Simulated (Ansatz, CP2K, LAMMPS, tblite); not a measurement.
## Running glassy 68P2O5-32SrO (mol %) (103 atoms) with CP2K

Aim: run glassy 68P2O5-32SrO (mol %) (103 atoms) in CP2K and see how near its forces come to a plane-wave reference, and at what cost.

Program: CP2K 2026.2. Level of theory: the method is named at each step. Results are calculated unless marked as measured.

**1. The structure**

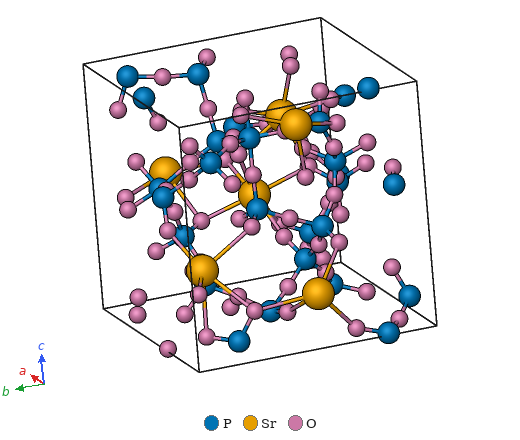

The cell as given, from a free direction (phosphorus blue, strontium orange, oxygen pink). Bonds to atoms that aren't drawn are left out. Some periodic images of atoms are drawn too.

The cell holds 103 atoms: 26 P, 6 Sr and 71 O. Its edges and angles: a = 11.319 Å, b = 11.319 Å, c = 11.319 Å, α = 90.0°, β = 90.0°, γ = 90.0°. 103 atoms (26 P, 6 Sr, 71 O) placed at random at 2.76 g/cm³, melted at 4000 K for 10 ps at fixed volume with the Morse and Coulomb pair potential with partial charges (Pedone, Malavasi, Menziani, Cormack and Segre, J. Phys. Chem. B 110, 11780 (2006)). Quenched from 4000 K to 300 K at 50 K/ps and fixed volume, held 10 ps at zero pressure.

The yardstick, on the same geometry:

| Item | Value |
| --- | --- |
| method | Kohn-Sham DFT, PBE, PAW, plane waves (Ansatz 0.2.0); cutoff 420 eV, Γ point, fermi-dirac smearing of 0.05 eV; PAW set soft_2 |
| r.m.s. force component | 1.623 eV/Å |
| longest force | 6.244 eV/Å |
| pressure | 2.743 GPa |
| gap (highest filled to lowest empty level) | 1.461 eV |
| SCF cycles | 10 |
| time | 17 s on 4 threads of Intel Xeon 6975P-C (Granite Rapids), shared host |
| CPU time | 60 s |

**2. PBE, DZVP-MOLOPT-SR, 600/50 Ry, OT DIIS**

Method: Kohn-Sham DFT, PBE, GTH-PBE pseudopotentials, Gaussian and plane waves, DZVP-MOLOPT-SR-GTH, orbital transformation.

The input, input.inp:

```
&GLOBAL
  PROJECT cell
  RUN_TYPE ENERGY_FORCE
  PRINT_LEVEL LOW
&END GLOBAL
&FORCE_EVAL
  METHOD QS
  STRESS_TENSOR ANALYTICAL
  &DFT
    BASIS_SET_FILE_NAME BASIS_MOLOPT
    POTENTIAL_FILE_NAME GTH_POTENTIALS
    &MGRID
      CUTOFF 600
      REL_CUTOFF 50
      NGRIDS 5
    &END MGRID
    &QS
      EPS_DEFAULT 1.0E-12
    &END QS
    &SCF
      SCF_GUESS ATOMIC
      EPS_SCF 1.0E-06
      MAX_SCF 30
      &OT
        MINIMIZER DIIS
        PRECONDITIONER FULL_ALL
        ENERGY_GAP 0.001
      &END OT
      &OUTER_SCF
        EPS_SCF 1.0E-06
        MAX_SCF 8
      &END OUTER_SCF
      &PRINT
        &RESTART OFF
        &END RESTART
      &END PRINT
    &END SCF
    &XC
      &XC_FUNCTIONAL PBE
      &END XC_FUNCTIONAL
    &END XC
    &PRINT
      &MULLIKEN ON
      &END MULLIKEN
      &HIRSHFELD ON
        SHAPE_FUNCTION DENSITY
      &END HIRSHFELD
      &MO_CUBES
        NHOMO 1
        NLUMO 4
        WRITE_CUBE F
      &END MO_CUBES
    &END PRINT
  &END DFT
  &SUBSYS
    &CELL
      A 11.31890 0.00000 0.00000
      B 0.00000 11.31890 0.00000
      C 0.00000 0.00000 11.31890
    &END CELL
    &TOPOLOGY
      COORD_FILE_NAME structure.xyz
      COORD_FILE_FORMAT XYZ
    &END TOPOLOGY
    &KIND P
      BASIS_SET DZVP-MOLOPT-SR-GTH-q5
      POTENTIAL GTH-PBE-q5
    &END KIND
    &KIND Sr
      BASIS_SET DZVP-MOLOPT-SR-GTH-q10
      POTENTIAL GTH-PBE-q10
    &END KIND
    &KIND O
      BASIS_SET DZVP-MOLOPT-SR-GTH-q6
      POTENTIAL GTH-PBE-q6
    &END KIND
  &END SUBSYS
  &PRINT
    &FORCES ON
    &END FORCES
    &STRESS_TENSOR ON
    &END STRESS_TENSOR
  &END PRINT
&END FORCE_EVAL
```

The input, structure.xyz:

```xyz
103

P 10.53552 0.05852 4.27017
P 2.53713 0.21302 0.76380
P 3.97429 6.56689 8.90220
P 9.42185 2.03163 2.25676
P 8.97125 0.06384 8.33512
P 3.50026 6.64736 5.75226
P 4.07390 6.20615 0.80557
P 4.21108 10.75205 6.88846
P 6.77187 2.20605 0.58745
P 2.22948 9.12971 8.69144
P 8.06675 8.50366 3.66393
P 7.12615 9.78791 6.34605
P 7.00334 1.46693 5.13788
P 4.48647 2.44613 6.93509
P 8.31520 7.08812 10.82392
P 5.49589 8.62500 2.10407
P 5.39685 10.81894 11.19405
P 3.03833 3.83269 4.55597
P 11.31618 1.46093 6.81568
P 11.02778 4.58280 7.20595
P 0.22094 2.20424 0.03984
P 9.35643 10.01542 11.00876
P 6.96509 6.94415 8.04140
P 5.29125 3.91702 2.46435
P 0.65842 9.08342 0.83816
P 3.02747 3.57360 9.31138
Sr 2.39304 9.87619 3.80700
Sr 0.48717 5.63964 10.25153
Sr 7.78084 3.53636 8.38697
Sr 8.21333 4.95847 4.87279
Sr 11.06400 7.97201 5.72148
Sr 0.06882 5.40398 2.50102
O 7.10238 6.93283 0.34013
O 5.75170 2.84716 1.51764
O 1.62234 3.64944 4.13378
O 10.15860 0.74773 7.62113
O 3.65612 6.66593 7.30058
O 4.09676 3.68747 3.40676
O 7.44059 5.84236 7.10759
O 4.45738 0.87088 7.49345
O 0.48366 3.59579 0.45581
O 4.30605 6.49229 10.63954
O 7.84977 6.92671 9.31862
O 5.72419 1.99858 5.79177
O 2.66458 5.95012 1.08129
O 4.81246 5.00805 1.51266
O 3.37903 9.77817 7.74756
O 4.58676 7.47240 1.58668
O 1.59608 3.30387 9.59673
O 7.51224 9.03531 5.03612
O 0.82685 8.06426 11.05358
O 9.36877 10.58736 9.56356
O 3.60892 2.94088 5.69114
O 4.76820 7.05235 5.05400
O 2.27408 7.43946 5.40862
O 5.60059 10.06658 6.71652
[... 43 atom lines left out ...]
O 5.50778 6.74618 8.57237
O 1.03047 8.64639 7.93330
O 10.11955 10.29182 5.25559
O 7.10623 3.17789 10.78284
```

Run with:

```sh
OMP_NUM_THREADS=1 mpirun -np 4 cp2k.psmp -i input.inp > output.txt
```

Numbers of over 12 decimals in the logs are rounded to 6 here.

The log of the run:

```text
CP2K| version string:                                       CP2K version 2026.2
 CP2K| Input file name                                                 input.inp
 GLOBAL| Basis set file name                                        BASIS_MOLOPT
 GLOBAL| Potential file name                                      GTH_POTENTIALS
 GLOBAL| Run type                                                   ENERGY_FORCE
 GLOBAL| Total number of message passing processes                             4
 GLOBAL| Number of threads for this process                                    1
 TOTAL NUMBERS AND MAXIMUM NUMBERS
  Total number of            - Atomic kinds:                                   3
                             - Atoms:                                        103
                             - Shell sets:                                   103
                             - Shells:                                       521
                             - Primitive Cartesian functions:                495
                             - Cartesian basis functions:                   1448
                             - Spherical basis functions:                   1345
  Maximum angular momentum of- Orbital basis functions:                        2
                             - Local part of the GTH pseudopotential:          2
                             - Non-local part of the GTH pseudopotential:      3
 SCF PARAMETERS         Density guess:                                    ATOMIC
                        max_scf:                                              30
                        eps_scf:                                        1.00E-06
                        Outer loop SCF in use
                        eps_scf                                         1.00E-06
                        max_scf                                                8
 Extrapolation method: initial_guess
 Number of electrons:                                                        616
[... lines left out ...]
  Step     Update method      Time    Convergence         Total energy    Change
[... lines left out ...]
  Total energy:                                             -1496.107966
[... lines left out ...]
                                         using   7 DIIS vectors
                                         safer DIIS on
  Preconditioner : FULL_ALL            : diagonalization, state selective
  Precond_solver : DEFAULT
  stepsize       :    0.15000000                  energy_gap     :    0.00100000
  eps_taylor     :   0.10000E-15                  max_taylor     :             4
  ----------------------------------- OT ---------------------------------------
  Step     Update method      Time    Convergence         Total energy    Change
[...]
7 OT DIIS     0.15E+00    4.0     0.00000155     -1496.1249707392 -2.16E-07
     8 OT DIIS     0.15E+00    3.8     0.00000057     -1496.1249707773 -3.81E-08
  *** SCF run converged in     8 steps ***
  Electronic density on regular grids:       -616.0000000000        0.0000000000
  Core density on regular grids:              615.9999999996       -0.0000000004
  Total charge density on r-space grids:       -0.0000000003
  Total charge density g-space grids:          -0.0000000003
  Overlap energy of the core charge distribution:               6.66452e-06
  Self energy of the core charge distribution:              -3727.401552
  Core Hamiltonian energy:                                   1031.115861
  Hartree energy:                                            1526.406700
  Exchange-correlation energy:                               -326.245986
  Total energy:                                             -1496.124971
  outer SCF iter =    2 RMS gradient =   0.57E-06 energy =      -1496.1249707773
  outer SCF loop converged in   2 iterations or   38 steps
 !-----------------------------------------------------------------------------!
                     Mulliken Population Analysis
 #  Atom  Element  Kind  Atomic population                           Net charge
       1     P        1          4.285145                              0.714855
       2     P        1          4.245990                              0.754010
       3     P        1          4.175222                              0.824778
[...]
102     O        3          6.553310                             -0.553310
     103     O        3          6.449106                             -0.449106
 # Total charge                            616.000000                  0.000000
 !-----------------------------------------------------------------------------!
 !-----------------------------------------------------------------------------!
                           Hirshfeld Charges
  #Atom  Element  Kind  Ref Charge     Population                    Net charge
      1       P      1       5.000          4.476                         0.524
      2       P      1       5.000          4.420                         0.580
      3       P      1       5.000          4.369                         0.631
[...]
102       O      3       6.000          6.354                        -0.354
    103       O      3       6.000          6.293                        -0.293
  Total Charge                                                            0.000
 !-----------------------------------------------------------------------------!
  Eigenvalues of the occupied subspace spin            1
      -1.23527828     -1.18957286     -1.16075412     -1.14019196
      -1.13228242     -1.11356439     -0.80423430     -0.78218831
      -0.77650907     -0.77549136     -0.77089817     -0.76707767
[...]
0.12063250      0.12810787      0.14162203      0.15108655
 Fermi Energy [eV] :    4.111274
  Using OT eigensolver for additional unoccupied orbitals spin            1
  Lowest Eigenvalues of the unoccupied subspace spin            1
 OT| Eigensolver reached convergence in 219 iterations
       0.18950085      0.21387621      0.22474561      0.23105875
 HOMO - LUMO gap [eV] :    1.045306
 ENERGY| Total FORCE_EVAL ( QS ) energy [hartree]          -1496.124971
 FORCES| Atomic forces [hartree/bohr]
 FORCES|   Atom     x               y               z               |f|
 FORCES|      1  2.41039811E-02 -5.86562020E-02  4.94009270E-02   8.03865880E-02
 FORCES|      2 -8.95716271E-03  7.43034492E-02  8.00549313E-02   1.09590261E-01
 FORCES|      3 -4.42055485E-02 -3.15332234E-02 -1.19332361E-02   5.55956547E-02
[...]
FORCES|    102 -1.93024438E-02 -1.33589219E-02 -8.83164212E-03   2.50807303E-02
 FORCES|    103 -1.46137827E-02 -3.72386717E-02  3.21541690E-02   5.13241843E-02
 FORCES| Sum     4.84114645E-03 -7.21492003E-04 -1.15201771E-02
 FORCES| Total atomic force                                       1.25168578E-02
 STRESS| Analytical stress tensor [bar]
 STRESS|                        x                   y                   z
 STRESS|      x        5.05684383677E+04  -1.70530777031E+03  -1.37180996424E+04
 STRESS|      y       -1.70530777031E+03   2.19100470718E+04   5.33573598560E+03
 STRESS|      z       -1.37180996424E+04   5.33573598560E+03   4.41069995676E+04
 STRESS| 1/3 Trace                                             3.88618283357E+04
```

Run time: 2.7 min. Hardware: 4 MPI ranks of Intel Xeon 6975P-C (Granite Rapids), shared host; peak memory 3.8 GiB.

Banners, paths, timers and routine set-up lines are dropped from the logs unmarked, and long logs keep their key lines alone; longer cuts are marked.

Numbers from this run, and their distance from the reference:

```yaml
r_m_s_force_component: 1.734 eV/Å
r_m_s_difference_of_force_components: 143.6 meV/Å
longest_difference_of_force_vectors: 702.9 meV/Å
force_difference_over_r_m_s_force: 8.845 %
slope_of_forces_against_the_reference_s: 1.067
correlation_of_force_components: 0.9985
spacing_of_highest_filled_and_lowest_empty_level: 1.045 eV
gap_difference: -0.4153 eV
pressure: 3.886 GPa
pressure_difference: 1.143 GPa
```

Length of the force difference by element (eV/Å):

```tsv
element	atoms	mean	most
O	71	0.15	0.34
P	26	0.38	0.70
Sr	6	0.100	0.20
```

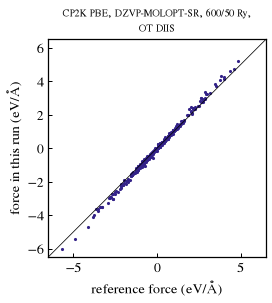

Force components against those of the reference; the line marks equality.

A closer look about O80, which has 1 bonded neighbour where the commonest count for O is 2: 12 atoms, nearest first, numbered in the order of the input, with positions taken from that point.

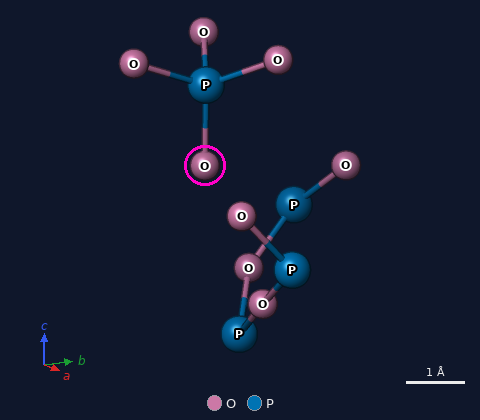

The atoms of the table, within 3.2 Å (arrows a, b, c point along x, y, z); some may hide others; the central atom is ringed.

```tsv
atom	x	y	z	distance (Å)	bonds	Hirshfeld charge (e)	Fx	Fy	Fz (eV/Å)
O80	0.00	0.00	0.00	0.00	1	-0.40	0.28	-0.46	-0.92
P13	0.16	-0.05	1.47	1.48	4	0.41	0.23	2.20	-0.59
O44	-1.12	0.48	2.13	2.45	2	-0.25	-2.99	0.03	0.64
O68	0.31	-1.50	2.01	2.52	2	-0.22	1.09	-3.53	0.35
O64	1.27	0.84	2.06	2.55	3	-0.36	1.07	0.90	0.40
O77	1.28	0.53	-2.27	2.66	2	-0.13	-0.90	-1.08	0.09
O34	-1.09	1.33	-2.15	2.75	2	-0.11	-2.11	-2.07	0.31
O69	2.82	-0.56	-0.31	2.89	2	-0.13	-2.57	0.03	-0.77
O88	-0.49	2.92	-0.34	2.98	2	-0.32	1.50	0.48	0.44
P4	2.58	0.51	-1.41	2.99	4	0.60	1.99	0.40	-0.74
P24	-1.55	2.40	-1.20	3.10	4	0.60	1.64	2.76	3.23
P9	-0.07	0.69	-3.08	3.16	4	0.62	2.96	2.13	-4.09
```

Forces lie 8.8 % from the reference's, at 11 times its CPU time.

The difference per atom is largest on P (0.38 eV/Å on average, against 0.15 on O). The forces add up to 0.64 eV/Å instead of zero, usually a sign of too coarse a grid.

**3. PBE, DZVP-MOLOPT-SR, 600/30 Ry, OT DIIS**

Method: Kohn-Sham DFT, PBE, GTH-PBE pseudopotentials, Gaussian and plane waves, DZVP-MOLOPT-SR-GTH, orbital transformation.

Changes to input.inp since step 2:

```diff
@@ -13,3 +13,3 @@
       CUTOFF 600
-      REL_CUTOFF 50
+      REL_CUTOFF 30
       NGRIDS 5
@@ -60,6 +60,30 @@
     &END CELL
-    &TOPOLOGY
-      COORD_FILE_NAME structure.xyz
-      COORD_FILE_FORMAT XYZ
-    &END TOPOLOGY
+    &COORD
+      SCALED
+      P 0.93079 0.00517 0.37726
+      P 0.22415 0.01882 0.06748
+      P 0.35112 0.58017 0.78649
+      P 0.83240 0.17949 0.19938
+      P 0.79259 0.00564 0.73639
+      P 0.30924 0.58728 0.50820
+      P 0.35992 0.54830 0.07117
+      P 0.37204 0.94992 0.60858
+      P 0.59828 0.19490 0.05190
+      P 0.19697 0.80659 0.76787
+      P 0.71268 0.75128 0.32370
+      P 0.62958 0.86474 0.56066
+      P 0.61873 0.12960 0.45392
+      P 0.39637 0.21611 0.61270
+      P 0.73463 0.62622 0.95627
+      P 0.48555 0.76200 0.18589
+      P 0.47680 0.95583 0.98897
+      P 0.26843 0.33861 0.40251
+      P 0.99976 0.12907 0.60215
+      P 0.97428 0.40488 0.63663
+[... 79 atom lines left out ...]
+      O 0.48660 0.59601 0.75735
+      O 0.09104 0.76389 0.70089
+      O 0.89404 0.90926 0.46432
+      O 0.62782 0.28076 0.95264
+    &END COORD
     &KIND P
```

The log of the run:

```text
CP2K| version string:                                       CP2K version 2026.2
 CP2K| Input file name                                                 input.inp
 GLOBAL| Basis set file name                                        BASIS_MOLOPT
 GLOBAL| Potential file name                                      GTH_POTENTIALS
 GLOBAL| Run type                                                   ENERGY_FORCE
 GLOBAL| Total number of message passing processes                             4
 GLOBAL| Number of threads for this process                                    1
[... lines left out ...]
 Number of electrons:                                                        616
[... lines left out ...]
  Step     Update method      Time    Convergence         Total energy    Change
[... lines left out ...]
  Total energy:                                             -1496.108285
[... lines left out ...]
  Step     Update method      Time    Convergence         Total energy    Change
[... lines left out ...]
  *** SCF run converged in     8 steps ***
[... lines left out ...]
  Total energy:                                             -1496.125499
[... lines left out ...]
  outer SCF loop converged in   2 iterations or   38 steps
[... lines left out ...]
 Fermi Energy [eV] :    4.111171
  Using OT eigensolver for additional unoccupied orbitals spin            1
  Lowest Eigenvalues of the unoccupied subspace spin            1
 OT| Eigensolver reached convergence in 219 iterations
       0.18949991      0.21387568      0.22474475      0.23105809
 HOMO - LUMO gap [eV] :    1.045384
 ENERGY| Total FORCE_EVAL ( QS ) energy [hartree]          -1496.125499
 FORCES| Atomic forces [hartree/bohr]
 FORCES|   Atom     x               y               z               |f|
 FORCES|      1  2.41044768E-02 -5.86589575E-02  4.94032528E-02   8.03901765E-02
 FORCES|      2 -8.95968454E-03  7.42952057E-02  8.00481774E-02   1.09579945E-01
 FORCES|      3 -4.42133754E-02 -3.15292215E-02 -1.19330082E-02   5.55995599E-02
[...]
FORCES|    102 -1.93102334E-02 -1.33902685E-02 -8.87648628E-03   2.51192439E-02
 FORCES|    103 -1.46398344E-02 -3.72587975E-02  3.21864164E-02   5.13664107E-02
 FORCES| Sum     4.69827072E-03 -1.13699802E-03 -1.14012626E-02
 FORCES| Total atomic force                                       1.23836707E-02
 STRESS| Analytical stress tensor [bar]
 STRESS|                        x                   y                   z
 STRESS|      x        5.07053661137E+04  -1.70597880019E+03  -1.37200111115E+04
 STRESS|      y       -1.70597880019E+03   2.20468212861E+04   5.33518228680E+03
 STRESS|      z       -1.37200111115E+04   5.33518228680E+03   4.42301728507E+04
 STRESS| 1/3 Trace                                             3.89941200835E+04
```

Run time: 2.4 min. Hardware: 4 MPI ranks; peak memory 3.8 GiB; 9.7 min of CPU time.

Compared with the plane-wave run:

```
r.m.s. force component                           : 1.734 eV/Å
r.m.s. difference of force components            : 143.6 meV/Å
longest difference of force vectors              : 702.9 meV/Å
force difference over r.m.s. force               : 8.844 %
slope of forces against the reference's          : 1.067
correlation of force components                  : 0.9985
gap (highest filled to lowest empty level) : 1.045 eV
gap difference                                   : -0.4152 eV
pressure                                         : 3.899 GPa
pressure difference                              : 1.156 GPa
energy less the same-level run's                 : -0.1395 meV/atom
r.m.s. force difference from the same-level run  : 1.135 meV/Å
```

This is a coarse setting, run to see what it loses.

Against the first run (8.8 %), the force difference from the reference is 8.8 %, at 0.90 times the CPU time: the change moves forces by 1.1 meV/Å r.m.s., so most of the difference comes from elsewhere.

The difference per atom is largest on P (0.38 eV/Å on average, against 0.15 on O). The forces add up to 0.64 eV/Å instead of zero, usually a sign of too coarse a grid.

(Continued in part 2 of 2.)

[Also dropped from logs without a mark: logging warnings of Python, and SIESTA's first energy breakdown and zero terms.]

[Logs are printed without paths, hosts, clocks, repeated set-up lines and the standing remarks that a program may print on its own settings, such as how far it seeks lower states.]

[Hosts, paths, dates, database ids (printed as entryN), source tags and the programs' standing remarks are cut or masked in the printed files.]
